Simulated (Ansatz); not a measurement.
```cif
data_structure
_symmetry_space_group_name_H-M 'P 1'
_symmetry_Int_Tables_number 1
_cell_length_a 9.8466
_cell_length_b 5.1529
_cell_length_c 7.3948
_cell_angle_alpha 90.000
_cell_angle_beta 113.979
_cell_angle_gamma 90.000
_cell_volume 342.82
loop_
_atom_site_label
_atom_site_type_symbol
_atom_site_fract_x
_atom_site_fract_y
_atom_site_fract_z
_atom_site_occupancy
Sn1 Sn 0.20268 0.00000 0.56079 1
Sn2 Sn 0.70268 0.50000 0.56079 1
Sn3 Sn 0.27400 0.50000 0.40961 1
Sn4 Sn 0.77400 0.00000 0.40961 1
Bi1 Bi 0.36306 0.00000 0.00248 1
Bi2 Bi 0.86306 0.50000 0.00248 1
Bi3 Bi 0.17710 0.50000 0.96982 1
Bi4 Bi 0.67710 0.00000 0.96982 1
O1 O 0.49696 0.50000 0.55730 1
O2 O 0.99696 0.00000 0.55730 1
```

Space group Cm; a generated structure, not necessarily the stable one.

Method: Ansatz, DFT PBE, spin-orbit coupling, plane waves, PAW.

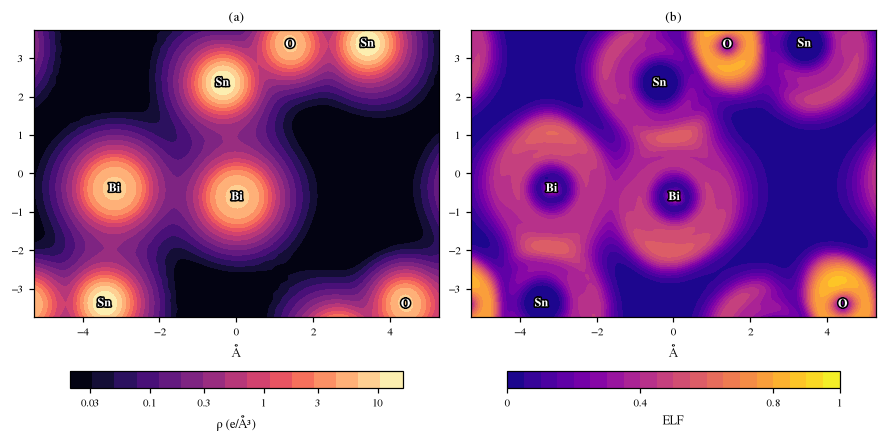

Sn2Bi2O. (a) valence charge density (pseudo); (b) ELF on the (010) plane of the conventional cell.

What does the map show?

Answer. Atoms in the plane: Sn, Bi and O. Sn–O (2.02 Å): the density is about 0.72 e/Å³ at the midpoint; the ELF peaks at about 0.80 in the valence shell of O, 0.6 Å from its nucleus, and is about 0.25 at the midpoint: no shared electron pair shows on this line. Bi–Bi (3.20 Å): ρ is about 0.22 e/Å³ halfway; the ELF is about 0.35 at the midpoint. Between the atoms the lowest density in this plane is 0.005 e/Å³. The ELF also peaks beside O, away from the bonds: lone-pair regions.
